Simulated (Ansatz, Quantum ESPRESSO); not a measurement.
# Ni(110), 5 layers against a metal electrode: the electrode's level over the Fermi level at a withheld member of a series

**Set-up.** Quantum ESPRESSO 7.5, PBE, GBRV ultrasoft. The slab is relaxed neutral, then held. ESM with bc3: vacuum below and a metal electrode about 6 Å above the top atoms. Cold smearing of 0.02 Ry. Charges are set per cell from the starting area. The slabs take the lattice constants of the bulk relaxed by the same program. The series steps the charge of the slab (positive: electrons removed).

```tsv
charge of the slab	electrode's level over the Fermi level (eV)
1 ×10¹³ e/cm²	5.366
2 ×10¹³ e/cm²	6.215
3 ×10¹³ e/cm²	7.069
4.5 ×10¹³ e/cm²	8.364
6 ×10¹³ e/cm²	9.671
7 ×10¹³ e/cm²	10.548
```

**Question.** What is the electrode's level over the Fermi level at 8 ×10¹³ e/cm²?

**Fit.** The rows at 6 ×10¹³ e/cm² and 7 ×10¹³ e/cm² give a slope of (10.548 − (9.671))/(7 − (6)) = 0.877, so a straight line gives 11.425 eV. A parabola through these and the row at 4.5 ×10¹³ e/cm² gives 11.430 eV.

**Check.** 11.430 eV. The line misses by −0.005 and the parabola by 0.000 eV. Both misses are under 5 % of the step from the nearer row.

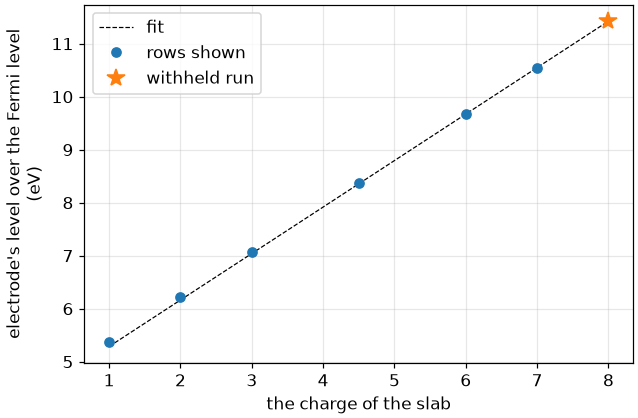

The rows shown, the fit and the withheld run.

**Limits.** Vacuum fills the gap; ions don't answer the charge; added electrons can spill towards the electrode at the most negative charges. Members without a usable value, or on the other side of zero field or charge, are not listed.

[Logs are printed without paths, hosts, clocks, repeated set-up lines and the standing remarks that a program may print on its own settings, such as how far it seeks lower states.]
